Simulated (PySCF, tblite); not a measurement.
# C3H9PSi2: geometry, infrared bands and NMR shifts

Aim: predict the infrared bands and NMR shifts of C3H9PSi2 (`C#C[SiH2]P[SiH2]C`).

The runs use tblite 0.8.0 and PySCF 2.14.0, with density-fitted response routines of our own; the level of theory stands in each step. All values are computed, except where a source is named. Atoms are numbered from 0 throughout.

### Step 1. The starting structure

15 atoms, charge 0, multiplicity 1; geometry from: force field or distance geometry start.

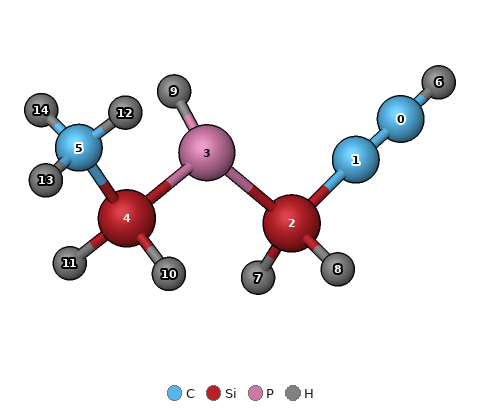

As it starts; carbon blue, silicon red, phosphorus pink, hydrogen grey, atoms numbered; sticks join atoms by distance.

### Step 2. Relaxing the molecule with GFN2-xTB

Job settings and geometry (Å):

```
{"job": {"kind": "relax", "xc": "GFN2-xTB", "basis": "xTB"}, "charge": 0, "multiplicity": 1}
C      4.273900     1.304700    -0.276100
C      3.323300     0.552700    -0.123200
Si     1.934500    -0.605700     0.162100
P      0.057200     0.401100    -0.387000
Si    -1.741600    -0.799100    -0.049900
C     -3.198300     0.376200    -0.140900
H      5.071700     1.979300    -0.410000
H      2.205400    -1.820200    -0.599600
H      1.924000    -0.998200     1.583900
H      0.083700     1.141800    -1.594700
H     -1.702100    -1.393300     1.280800
H     -1.897300    -1.927600    -0.995600
H     -2.970300     1.244000     0.534300
H     -4.089000    -0.170400     0.189500
H     -3.279500     0.722700    -1.206700
```

Started as:

```console
$ OMP_NUM_THREADS=1 python probes_run.py task.json out
```

This one command runs all jobs of the session in turn.

What it wrote:

```text
step      E/eV     max force
  0    -459.37816    2.382
  1    -459.38182    5.994
  2    -459.55767    1.124
  3    -459.61976    1.104
  4    -459.76402    1.508
  5    -459.80497    0.914
  6    -459.85328    0.537
  7    -459.87371    0.711
  8    -459.89959    0.470
  9    -459.91549    0.345
 10    -459.92901    0.266
 11    -459.93734    0.273
 12    -459.94463    0.333
 13    -459.95267    0.305
 14    -459.96181    0.297
 15    -459.97165    0.391
 16    -459.98069    0.351
 17    -459.98671    0.210
 18    -459.99009    0.130
 19    -459.99245    0.153
 20    -459.99499    0.156
 21    -459.99800    0.217
 22    -460.00074    0.184
 23    -460.00213    0.082
 24    -460.00258    0.048
 25    -460.00283    0.049
 26    -460.00313    0.059
 27    -460.00354    0.070
 28    -460.00411    0.075
 29    -460.00468    0.077
 30    -460.00525    0.063
 31    -460.00580    0.076
 32    -460.00633    0.065
 33    -460.00695    0.086
 34    -460.00783    0.105
 35    -460.00897    0.092
 36    -460.00999    0.075
 37    -460.01063    0.049
 38    -460.01103    0.049
 39    -460.01144    0.058
 40    -460.01191    0.067
 41    -460.01233    0.052
 42    -460.01260    0.042
 43    -460.01283    0.041
 44    -460.01308    0.047
 45    -460.01334    0.044
 46    -460.01351    0.035
 47    -460.01360    0.023
 48    -460.01368    0.024
 49    -460.01381    0.034
 50    -460.01405    0.062
 51    -460.01444    0.080
 52    -460.01487    0.068
 53    -460.01521    0.053
 54    -460.01547    0.050
 55    -460.01575    0.060
 56    -460.01616    0.076
 57    -460.01668    0.073
 58    -460.01713    0.059
 59    -460.01743    0.040
 60    -460.01764    0.041
 61    -460.01786    0.037
 62    -460.01810    0.046
 63    -460.01836    0.039
 64    -460.01863    0.045
 65    -460.01893    0.050
 66    -460.01922    0.038
 67    -460.01946    0.041
 68    -460.01962    0.024
 69    -460.01976    0.031
 70    -460.01987    0.025
 71    -460.01999    0.023
 72    -460.02012    0.027
 73    -460.02030    0.029
 74    -460.02044    0.025
 75    -460.02054    0.020
 76    -460.02059    0.019
 77    -460.02063    0.018
 78    -460.02071    0.026
 79    -460.02083    0.033
 80    -460.02096    0.036
 81    -460.02104    0.026
 82    -460.02108    0.013
 83    -460.02110    0.012
 84    -460.02113    0.026
 85    -460.02119    0.045
 86    -460.02128    0.057
 87    -460.02137    0.041
 88    -460.02142    0.015
 89    -460.02144    0.012
 90    -460.02146    0.022
 91    -460.02149    0.029
 92    -460.02152    0.026
 93    -460.02156    0.019
 94    -460.02160    0.023
 95    -460.02166    0.026
 96    -460.02175    0.045
 97    -460.02188    0.045
 98    -460.02206    0.036
 99    -460.02220    0.025
100    -460.02231    0.027
101    -460.02241    0.034
102    -460.02258    0.038
103    -460.02290    0.060
104    -460.02333    0.063
105    -460.02371    0.046
106    -460.02395    0.074
107    -460.02411    0.067
108    -460.02429    0.041
109    -460.02476    0.049
110    -460.02515    0.048
111    -460.02537    0.035
112    -460.02546    0.019
113    -460.02550    0.012
114    -460.02555    0.013
115    -460.02561    0.016
116    -460.02570    0.025
117    -460.02580    0.026
118    -460.02589    0.021
119    -460.02595    0.019
120    -460.02601    0.021
121    -460.02606    0.020
122    -460.02610    0.018
123    -460.02615    0.021
124    -460.02621    0.024
125    -460.02630    0.025
126    -460.02640    0.024
127    -460.02648    0.018
128    -460.02651    0.016
129    -460.02654    0.013
130    -460.02655    0.011
131    -460.02656    0.007
```

It took 1.6 s on 1 thread of Arm Neoverse N1, shared host.

The steps of the relaxation: (not every step is listed)

| step | energy from step 0 (eV) | largest force (eV/Å) |
| --- | --- | --- |
| 0 | 0.0000 | 2.3817 |
| 1 | -0.0037 | 5.9939 |
| 2 | -0.1795 | 1.1240 |
| 3 | -0.2416 | 1.1045 |
| 4 | -0.3859 | 1.5082 |
| 5 | -0.4268 | 0.9138 |
| 6 | -0.4751 | 0.5372 |
| 7 | -0.4956 | 0.7109 |
| 8 | -0.5214 | 0.4699 |
| 19 | -0.6143 | 0.1527 |
| 30 | -0.6271 | 0.0630 |
| 41 | -0.6342 | 0.0519 |
| 52 | -0.6367 | 0.0682 |
| 63 | -0.6402 | 0.0391 |
| 74 | -0.6423 | 0.0250 |
| 85 | -0.6430 | 0.0448 |
| 96 | -0.6436 | 0.0448 |
| 107 | -0.6460 | 0.0670 |
| 118 | -0.6477 | 0.0215 |
| 126 | -0.6482 | 0.0237 |
| 127 | -0.6483 | 0.0180 |
| 128 | -0.6483 | 0.0158 |
| 129 | -0.6484 | 0.0128 |
| 130 | -0.6484 | 0.0115 |
| 131 | -0.6484 | 0.0073 |

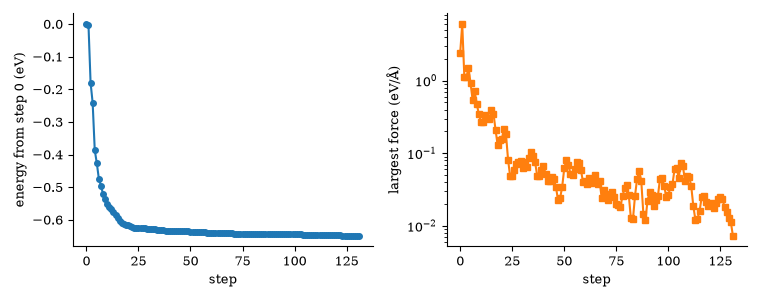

Energy and largest force along the relaxation.

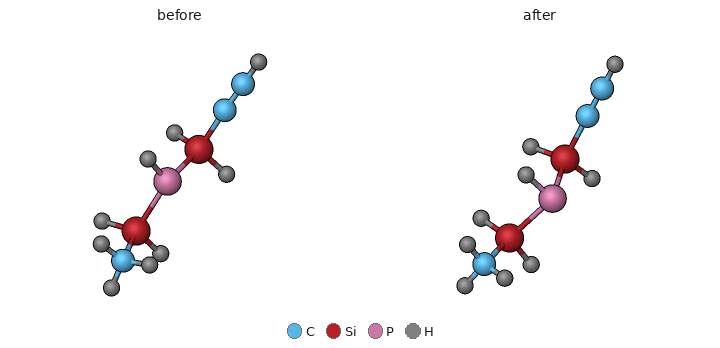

The geometry before (left) and after (right).

Distances of close pairs at the start and the end, largest changes first:

| bond | before (Å) | after (Å) | change (Å) |
| --- | --- | --- | --- |
| P3–Si4 | 2.189 | 2.237 | +0.048 |
| Si2–P3 | 2.200 | 2.238 | +0.038 |
| C5–H14 | 1.124 | 1.087 | -0.037 |
| C5–H12 | 1.123 | 1.087 | -0.036 |
| P3–H9 | 1.417 | 1.381 | -0.036 |
| Si4–C5 | 1.874 | 1.898 | +0.024 |
| C0–C1 | 1.222 | 1.203 | -0.019 |
| C1–Si2 | 1.831 | 1.850 | +0.019 |

The final coordinates are the input of the step that follows.

### Step 3. Harmonic vibrations with GFN2-xTB

Job settings and geometry (Å):

```
{"job": {"kind": "ir", "xc": "GFN2-xTB", "basis": "xTB"}, "charge": 0, "multiplicity": 1}
C      4.231276     1.188277    -0.500013
C      3.308742     0.470181    -0.217284
Si     1.850407    -0.581181     0.217380
P      0.076442     0.780221     0.299835
Si    -1.610936    -0.679782     0.147381
C     -3.174180     0.286985    -0.325690
H      5.045413     1.808189    -0.747041
H      1.745412    -1.640950    -0.796001
H      2.030312    -1.152533     1.554655
H      0.099080     1.105791    -1.041747
H     -1.743679    -1.290502     1.474387
H     -1.374976    -1.749713    -0.834599
H     -3.351311     1.101091     0.371835
H     -4.047560    -0.357567    -0.317146
H     -3.088855     0.719483    -1.319174
```

What it wrote:

```text
mode    cm-1     km/mol
  1      21.8      0.71
  2      32.5      0.18
  3      65.5      0.20
  4     107.9      0.36
  5     111.5      0.16
  6     152.8      1.13
  7     211.4      1.96
  8     270.4      6.87
  9     409.2     46.86
 10     423.7     44.76
 11     474.4     41.28
 12     493.0     43.57
 13     542.7     10.53
 14     548.8      2.58
 15     638.3    334.32
 16     641.3     90.99
 17     668.2    133.52
 18     678.4     62.99
 19     684.5     43.45
 20     703.2    227.96
 21     745.2     11.84
 22     757.3     69.72
 23     767.0    111.41
 24     785.6    305.32
 25     824.5     69.08
 26     833.1    263.79
 27    1364.6     11.24
 28    1478.9      0.39
 29    1480.5      0.51
 30    2170.7     12.83
 31    2186.5    500.86
 32    2201.6     35.34
 33    2220.5     22.33
 34    2229.5    339.59
 35    2329.1    245.40
 36    3030.3     23.24
 37    3035.5     17.22
 38    3044.7     22.30
 39    3351.1      0.23
```

It took 0.95 s on 1 thread of Arm Neoverse N1, shared host.

The strongest bands and the atoms that carry them (share of the mass-weighted mode):

| cm⁻¹ | km/mol | atoms |
| --- | --- | --- |
| 638 | 334.3 | H7 35 %, H8 22 %, H6 10 % |
| 668 | 133.5 | H9 29 %, H10 19 %, Si2 15 %, C0 11 % |
| 703 | 228.0 | Si2 23 %, H9 15 %, H8 14 % |
| 786 | 305.3 | H10 38 %, H11 37 % |
| 833 | 263.8 | H13 40 %, H12 19 %, C5 16 % |
| 2186 | 500.9 | H7 55 %, H11 41 % |
| 2230 | 339.6 | H8 67 %, H10 27 % |
| 2329 | 245.4 | H9 95 % |

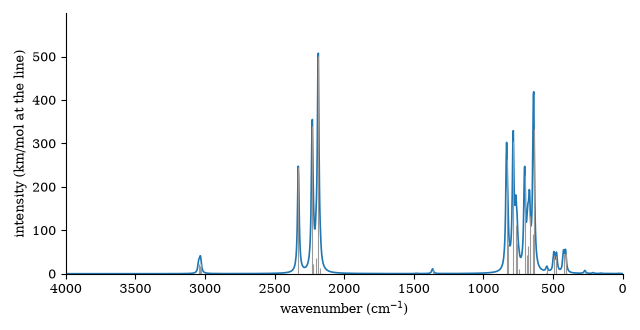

The infrared spectrum from these modes, unscaled. Lines are broadened to a width of 14 cm⁻¹ (Lorentzian).

### Step 4. Nuclear shieldings: PBE0/pcSseg-1

The job, as its differences from that of step 3:

```diff
@@ -1,2 +1,2 @@
-{"job": {"kind": "ir", "xc": "GFN2-xTB", "basis": "xTB"}, "charge": 0, "multiplicity": 1}
+{"job": {"kind": "nmr", "xc": "PBE0", "basis": "pcSseg-1"}, "charge": 0, "multiplicity": 1}
 C      4.231276     1.188277    -0.500013
```

Method: GIAO PBE0/pcSseg-1 NMR shielding, non-relativistic, gas phase.

What it wrote:

```text
coarse grid: 13712 points
cycle   1  E = -1039.3645315391  dE =  2.855e-01  |g| = 4.514e-01  |ddm| = 3.520e+00
cycle   2  E = -1039.3552895756  dE =  9.242e-03  |g| = 4.797e-01  |ddm| = 9.769e-01
cycle   3  E = -1039.4163750710  dE = -6.109e-02  |g| = 7.158e-02  |ddm| = 5.006e-01
cycle   4  E = -1039.4170410035  dE = -6.659e-04  |g| = 5.065e-02  |ddm| = 7.750e-02
cycle   5  E = -1039.4176789436  dE = -6.379e-04  |g| = 9.807e-03  |ddm| = 4.201e-02
cycle   6  E = -1039.4177064326  dE = -2.749e-05  |g| = 2.104e-03  |ddm| = 1.258e-02
cycle   7  E = -1039.4177075922  dE = -1.160e-06  |g| = 4.108e-04  |ddm| = 2.722e-03
final grid: 117752 points
cycle   8  E = -1039.4535058772  dE = -2.195e-05  |g| = 5.429e-03  |ddm| = 2.674e-02
cycle   9  E = -1039.4535035700  dE =  2.307e-06  |g| = 6.109e-03  |ddm| = 1.087e-02
cycle  10  E = -1039.4535135203  dE = -9.950e-06  |g| = 4.725e-04  |ddm| = 5.762e-03
cycle  11  E = -1039.4535135578  dE = -3.750e-08  |g| = 2.994e-04  |ddm| = 6.984e-04
cycle  12  E = -1039.4535135789  dE = -2.109e-08  |g| = 1.021e-04  |ddm| = 2.581e-04
cycle  13  E = -1039.4535135815  dE = -2.608e-09  |g| = 1.447e-05  |ddm| = 8.677e-05
cycle  14  E = -1039.4535135816  dE = -5.571e-11  |g| = 3.513e-06  |ddm| = 2.055e-05
converged SCF energy = -1039.4535135816

GIAO shielding tensors (ppm)
atom      isotropic    diamagn.    paramagn.     s11        s22        s33       span
  0 C       80.362     259.686    -179.324     -3.263     -0.506    244.856    248.119
  1 C      101.676     259.107    -157.431      3.480     10.889    290.660    287.180
  2 Si     420.002     880.137    -460.135    385.202    422.983    451.820     66.618
  3 P      627.942     970.803    -342.861    547.834    629.723    706.269    158.435
  4 Si     398.448     881.443    -482.995    357.964    398.592    438.788     80.823
  5 C      191.653     252.443     -60.790    185.850    191.093    198.015     12.165
  6 H       29.658      32.592      -2.934     24.563     24.692     39.721     15.158
  7 H       26.864      28.713      -1.849     22.532     26.154     31.907      9.375
  8 H       27.143      28.471      -1.328     23.143     25.791     32.495      9.353
  9 H       31.234      33.168      -1.934     24.802     29.517     39.382     14.581
 10 H       27.520      30.404      -2.885     23.593     26.097     32.870      9.277
 11 H       27.192      30.392      -3.200     22.905     26.410     32.262      9.357
 12 H       31.356      30.116       1.240     26.458     29.341     38.268     11.810
 13 H       31.264      27.597       3.667     26.172     27.770     39.851     13.679
 14 H       31.421      30.736       0.685     26.655     29.634     37.973     11.318
```

Wall time 40 s (1 thread of Arm Neoverse N1, shared host); peak memory 0.75 GiB.

Shifts follow as δ = σ(reference) − σ, with reference shieldings (ppm) from runs at the same level and on the same kind of geometry: ¹H TMS 31.72, ¹³C TMS 186.9, ²⁹Si TMS 349.2, ³¹P H3PO4 318.4. The references are single molecules in the gas phase, so shifts against H2O, NH3, PH3, H3PO4 or CFCl3 are not on the usual liquid scales and can be off by tens of ppm. Atoms listed in one row are averaged.

| atoms | environment | σ (ppm) | δ (ppm) | δ scaled to CDCl3 |
| --- | --- | --- | --- | --- |
| C0 | terminal alkyne carbon | 80.4 | 106.6 | 102.1 |
| C1 | alkyne carbon | 101.7 | 85.2 | 81.3 |
| C5 | methyl carbon bonded to Si | 191.7 | -4.7 | -6.5 |
| H7, H8 | hydrogen on a silicon bonded to C, P | 27.00 | 4.71 | – |
| H10, H11 | hydrogen on a silicon bonded to C, P | 27.36 | 4.36 | – |
| H6 | hydrogen on a terminal alkyne carbon | 29.66 | 2.06 | 2.05 |
| H9 | hydrogen on a phosphorus bonded to 2 Si | 31.23 | 0.48 | – |
| H12, H13, H14 | hydrogen on a methyl carbon bonded to Si | 31.35 | 0.37 | 0.45 |
| Si4 | silicon bonded to C, P, 2 H | 398.4 | -49.3 | – |
| Si2 | silicon bonded to C, P, 2 H | 420.0 | -70.8 | – |
| P3 | phosphorus bonded to 2 Si, H | 627.9 | -309.6 | – |

The scaled column applies a straight-line fit of computed shieldings to shifts measured in CDCl3 (root-mean-square error 0.16 ppm for H, 1.9 ppm for C).

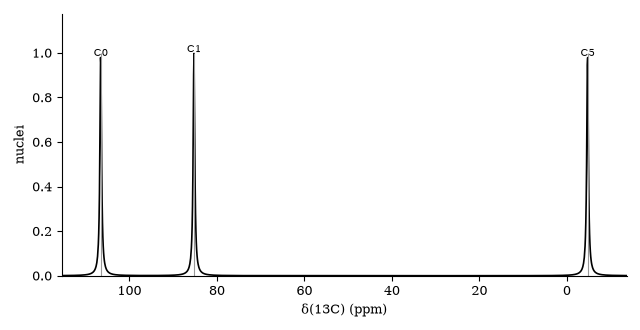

¹³C lines at the computed shifts, without couplings. Lines are broadened to a width of 0.45 ppm (Lorentzian).

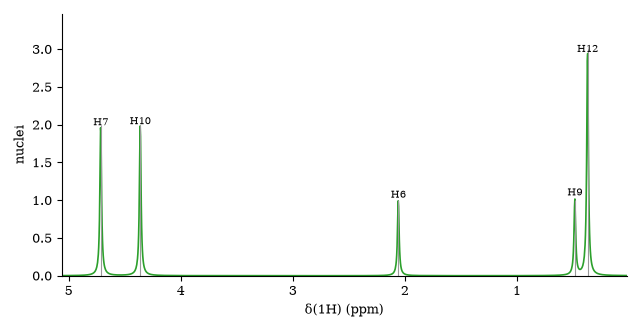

¹H lines at the computed shifts, without couplings. Lines are broadened to a width of 0.02 ppm (Lorentzian).

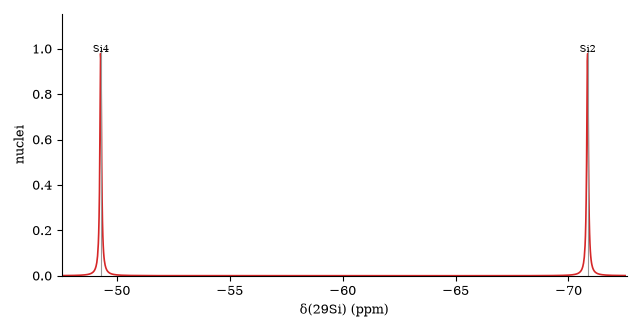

²⁹Si lines at the computed shifts, without couplings. Lines are broadened to a width of 0.09 ppm (Lorentzian).

The run also stored atomic charges by several schemes (e):

| atoms | Mulliken | IAO | Hirshfeld | ESP fit |
| --- | --- | --- | --- | --- |
| C0 | -0.18 | -0.18 | -0.08 | -0.32 |
| C1 | -0.18 | -0.32 | -0.16 | -0.15 |
| Si2 | 0.53 | 0.61 | 0.30 | 0.41 |
| P3 | -0.38 | -0.22 | -0.07 | -0.43 |
| Si4 | 0.44 | 0.59 | 0.29 | 0.59 |
| C5 | -0.62 | -0.70 | -0.21 | -0.57 |

IAO charges:

C0 -0.18; C1 -0.32; Si2 0.61; P3 -0.22; Si4 0.59; C5 -0.70; H6 0.20; H7 -0.11; H8 -0.10; H9 0.00; H10 -0.11; H11 -0.12; H12 0.16; H13 0.16; H14 0.16

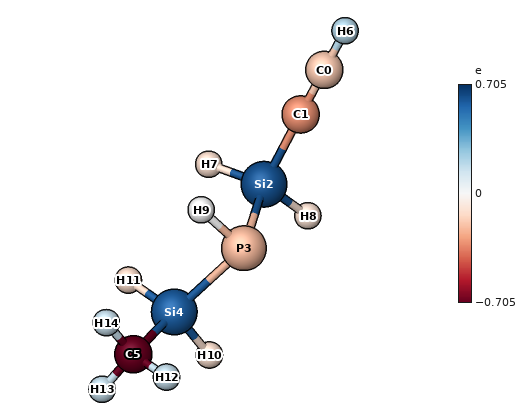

IAO charges, as colours on the atoms.

Mayer bond orders: C0–C1 2.56, C1–Si2 0.93, Si2–P3 0.96, P3–Si4 0.95, Si4–C5 0.96.

### Step 5. Outcome

```
                                                              quantity                             value
                             strongest single infrared mode (GFN2-xTB)             2186 cm⁻¹, 501 km/mol
                                          zero-point energy (GFN2-xTB)                     61.1 kcal/mol
                                ¹³C shifts against TMS (PBE0/pcSseg-1)             106.6, 85.2, -4.7 ppm
¹H shifts against TMS (PBE0/pcSseg-1, means over atoms taken as alike)  4.71, 4.36, 2.06, 0.48, 0.37 ppm
                               ²⁹Si shifts against TMS (PBE0/pcSseg-1)                  -49.3, -70.8 ppm
                              ³¹P shifts against H3PO4 (PBE0/pcSseg-1)                        -309.6 ppm
```

**Reading.** Over 131 steps the energy fell by 0.648 eV; of the close pairs, P3–Si4 changed most, 2.189 to 2.237 Å. No mode is imaginary among the 39: a minimum at this level. The strongest single mode, at 2186 cm⁻¹, moves mainly H7 and H11. Unscaled tight-binding wavenumbers are off by several per cent, some by more. Its intensities can rank the bands wrongly. At PBE0/pcSseg-1: The largest span, 287 ppm, is at C1, where the paramagnetic term is -157 ppm.
